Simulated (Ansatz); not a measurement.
Fields on a plane of ScCu (CsCl type)

```
ScCu
1.0
    3.16596     0.00000     0.00000
    0.00000     3.16596     0.00000
    0.00000     0.00000     3.16596
Sc Cu
1 1
Direct
  0.50000   0.50000   0.50000
  0.00000   0.00000   0.00000
```

The slice is a {100} plane (indices of the conventional cell) through the point (0.000, 0.000, 0.000) (fractional), spanned by u = [100] and v = [010] in vectors of this cell: u (3.17 Å) and v (3.17 Å, at 90° to u). It covers one period; positions are fractions (u, v).

Atoms on it: Cu at (0.00, 0.00).

Method: LDA (plane waves to 420 eV, PAW, scalar-relativistic; Ansatz, an electronic-structure program). k mesh 15×15×15. Inside the PAW spheres the values are not all-electron values, and peaks at nuclei hang on which shells count as valence. ScCu is run without spin polarisation. ScCu was relaxed with its symmetry unable to fall. The relaxed volume of ScCu is well below the measured one.

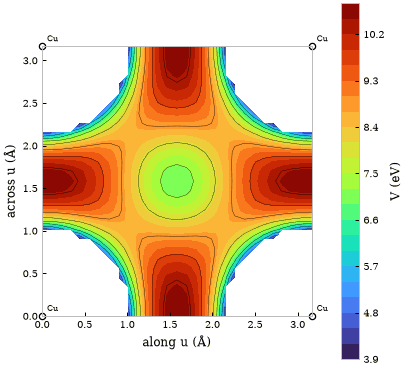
Fig. 1. Electrostatic potential energy of an electron, from the cell's mean, in eV, one period of the plane, atoms marked. Points within 1 Å of a nucleus are left white, as the pseudised field means little there. The zero, the cell's mean, hangs on the PAW cores.

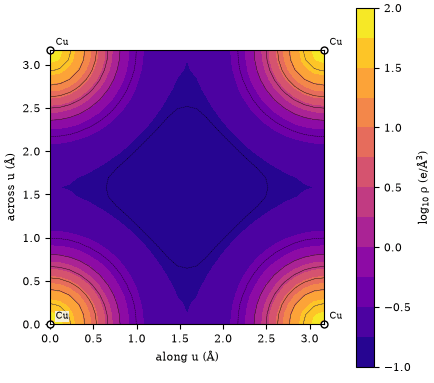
Fig. 1. Log₁₀ of the valence density in e/Å³, one period of the plane, atoms marked. The scale is logarithmic, as a density can span decades between atoms and voids.
